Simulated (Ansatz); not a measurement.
## Electronic structure of Cl2Ga···CHF3 (doublet) in real space

```xyz
8

Ga    0.0015   -0.0002   -0.6777
H    -0.0026    0.0003    2.4368
Cl    1.9015    0.0001   -1.7666
Cl   -1.9000   -0.0001   -1.7642
C    -0.0007    0.0000    3.5545
F    -0.6817   -1.0618    4.0173
F     1.2604   -0.0597    4.0142
F    -0.5784    1.1213    4.0177
```

The calculation used UKS PBE/def2-SVP (Ansatz 0.2.0).

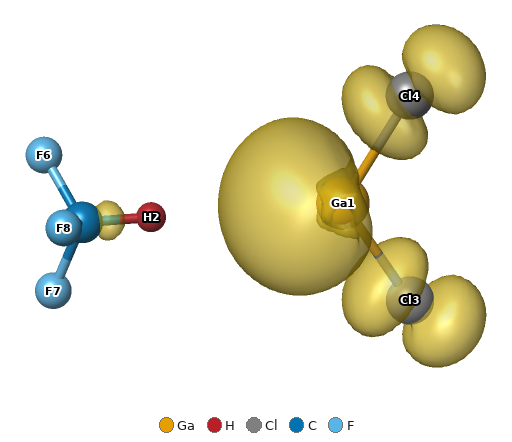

Figure 1. Isosurfaces of the spin density at +0.015 (yellow) and −0.015 e/Å³ (cyan), seen at a tilt.

> Where is the unpaired spin?

The unpaired spin (1 electron) lies mostly on Ga1 (about 0.6), Cl4 (about 0.2) and Cl3 (about 0.2), in electrons by Hirshfeld's partition.

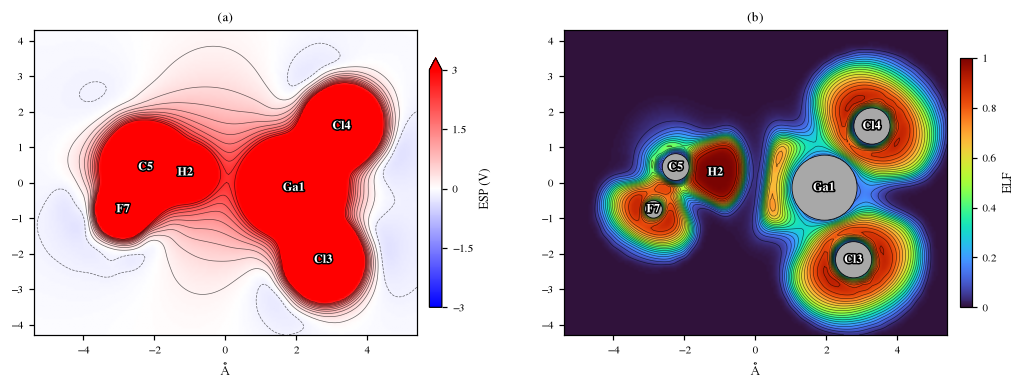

Figure 2. (a) molecular electrostatic potential; (b) electron localisation function on the plane of atoms Cl3, Ga1 and Cl4. Grey discs cover the atomic cores in the ELF map.

> Read the bonding off the picture.

The plane passes through Ga, H, Cl, C and F nuclei.
Ga1···H2 (3.11 Å): the ELF dips to about 0.05 between them: a non-bonded, intermolecular contact.
C–F (1.34 Å): the ELF peaks at about 0.85 between the atoms; a polar covalent bond.
Ga–Cl (2.19 Å): the ELF peaks at about 0.80 in the valence shell of Cl, 0.8 Å from its nucleus, and is about 0.50 at the midpoint.
C–H (1.12 Å): the ELF climbs to about 1 towards the hydrogen, as it does in any bond to H: an ordinary covalent bond to hydrogen.
The ELF also peaks beside Cl3, F7 and Cl4, away from the bonds: non-bonding electrons, paired or unpaired.
Outside the dense part of the complex the potential is most negative (−0.3 V) near Cl4.

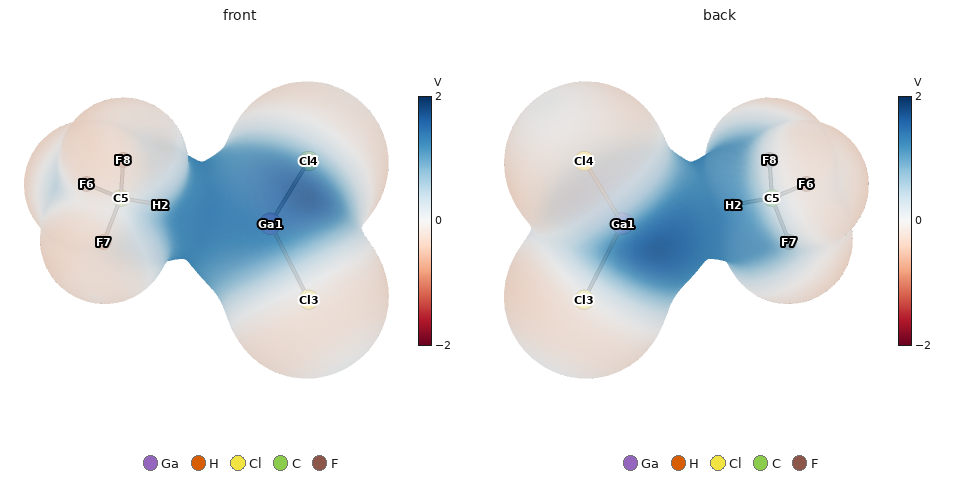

Figure 3. The electrostatic potential painted on the density surface at 0.001 e/bohr³, seen from the front and from behind; the colour scale runs from red (negative) to blue (positive).

> Which sites attract a positive test charge, and which a negative one?

A positive charge is drawn to the negative regions and a negative charge to the positive ones. The most negative region (about −0.3 V) lies over the Cl and F atoms, the most positive (about +1.7 V) over Ga1.

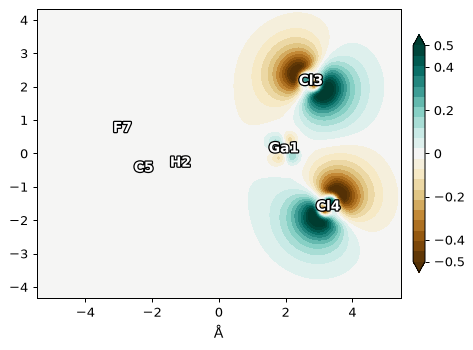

Figure 4. The HOMO (β) on the plane of atoms H2, C5 and F7 (values in Å⁻³ᐟ²; the overall sign is arbitrary).

> Where does this orbital lie, and at what energy?

It lies mainly on Cl3 (about 45 %) and Cl4 (about 45 %); largely a combination of lone pairs on Cl3 and Cl4. Its energy is −7.77 eV.
